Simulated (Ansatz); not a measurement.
| atom | x (Å) | y (Å) | z (Å) |
| --- | --- | --- | --- |
| Ge | 0.0258 | -0.0759 | -1.9122 |
| H | 0.4386 | -0.2614 | -3.3809 |
| H | -0.0930 | 1.4211 | -1.6022 |
| H | 1.0993 | -0.7027 | -1.0102 |
| H | -1.3195 | -0.7691 | -1.6683 |
| P | -0.3569 | 0.1805 | 1.9192 |
| H | 0.1538 | -1.0905 | 2.2904 |
| H | -0.8320 | 0.4649 | 3.2265 |
| H | 0.8842 | 0.8333 | 2.1376 |

Geometry: PBE0-D4/def2-TZVP.

The calculation used RKS PBE0-D4/def2-TZVPPD in Ansatz.

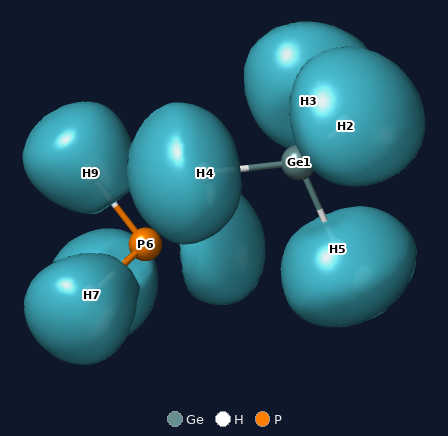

GeH4···PH3 (SMILES [GeH4].P). Isosurface of the ELF at 0.9 (cyan), seen at an oblique angle. Core shells and regions of very low density are left out.

Where are the electrons localised?

Answer. The surface consists of seven regions around hydrogen nuclei and one lobe on P, pointing away from the bonds (lone pairs). Along the contacts the grid gives the following. Ge1···P6 (3.86 Å): the ELF dips to about 0 between them (a weak contact between the two molecules). P–H (1.42 Å): the ELF climbs to about 1 towards the hydrogen, as it does in any bond to H.
